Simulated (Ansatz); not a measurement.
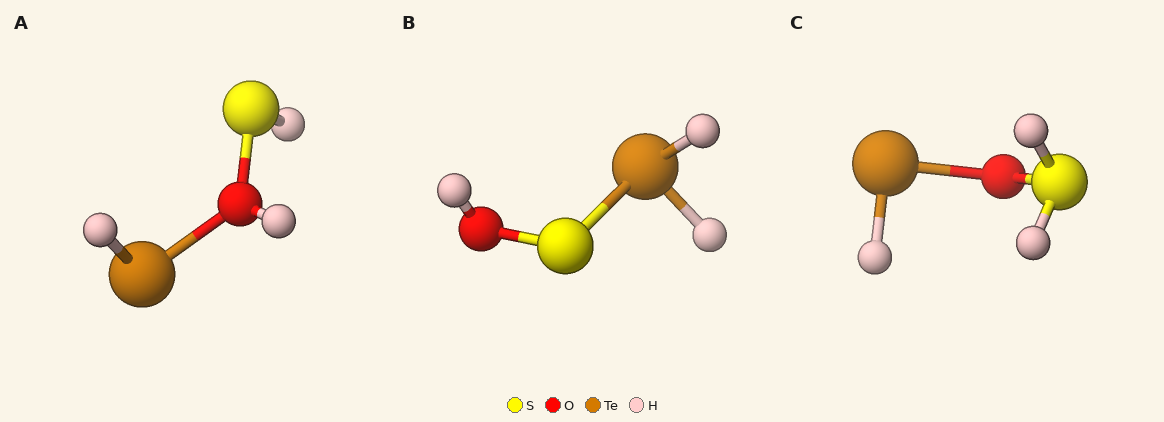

3 stationary structures of one formula. The species has charge +1 and is a spin singlet. Geometries: PBE0-D4/def2-TZVP. Electronic energies: PBE-D4/def2-TZVPP (Ansatz 0.2.0), without zero-point energy. No frequency run is at hand to confirm each as a minimum.

> Which structure is the most stable?

B is lowest (C1); C lies 71.3 kJ/mol above it (C1), A lies 93.1 kJ/mol above it (C1).
